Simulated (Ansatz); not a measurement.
The figure comes from a scan of Cd (hcp, Mg type): a phonon pattern at M = (0.5, 0.0, 0.0) is frozen into a 4-atom cell, Q being the largest atomic displacement. Level of theory: r2SCAN (plane waves to 500 eV, PAW, scalar-relativistic; Ansatz, a quantum-chemistry and plane-wave program). k mesh 9×18×8 (Γ-centred), Fermi-Dirac smearing 0.05 eV. With partly filled bands, energies and forces of such displacements shift with the k mesh and the smearing. Cd was relaxed with its symmetry unable to fall. The PAW data are Ansatz's earlier set. 

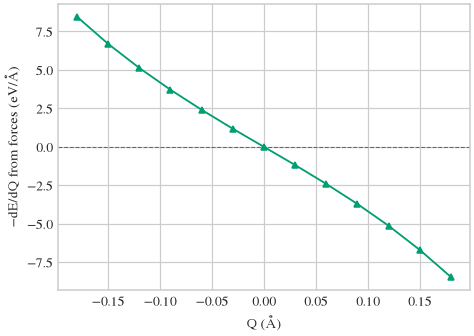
Figure: −dE/dQ from forces (eV/Å) against Q (Å); markers are the computed points, lines only join them.

### Question
Read the plotted values off the figure, to the accuracy that the plot allows.

### Answer
To the nearest 0.5:

```tsv
Q (Å)	−dE/dQ from forces (eV/Å)
-0.180	8.5
-0.150	6.5
-0.120	5.0
-0.090	3.5
-0.060	2.5
-0.030	1.0
0.000	0.0
0.030	-1.0
0.060	-2.5
0.090	-3.5
0.120	-5.0
0.150	-6.5
0.180	-8.5
```

(For displaced atoms, the force is minus the slope of the energy, and its curvature is a force constant, which sets phonon frequencies.)
